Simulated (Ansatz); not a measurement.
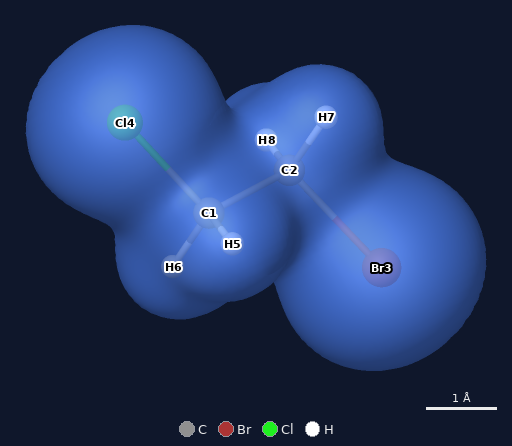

C₂H₄BrCl. Isosurface of the total electron density at 0.1 e/Å³ (blue), seen at a tilt.

Geometry: B3LYP-D3(BJ)/def2-SVP.

Computed with isolated molecule in a Gaussian basis; Kohn-Sham density functional theory, functional PBE0 in Ansatz.

```tsv
atom	x (Å)	y (Å)	z (Å)
C	1.2382	-0.5624	-1.3269
C	1.2188	0.9499	-1.3093
Br	3.0562	1.6394	-1.4326
Cl	-0.4582	-1.1781	-1.2129
H	1.7964	-0.9692	-0.4741
H	1.6696	-0.9501	-2.2585
H	0.7951	1.3401	-0.3763
H	0.6679	1.3592	-2.1644
```

Which contacts does the surface bridge?

At this value the surface is in one piece. It bridges the sampled C–C (1.51 Å), C–Cl (1.81 Å), C–Br (1.97 Å) and C–H (1.10 Å) contacts, where the density stays above the isovalue. On the grid the lowest density along these lines, outside the cores, is 1.7 e/Å³ (C–C, 1.51 Å), 1.2 e/Å³ (C–Cl, 1.81 Å), 0.98 e/Å³ (C–Br, 1.97 Å) and 1.9 e/Å³ (C–H, 1.10 Å).
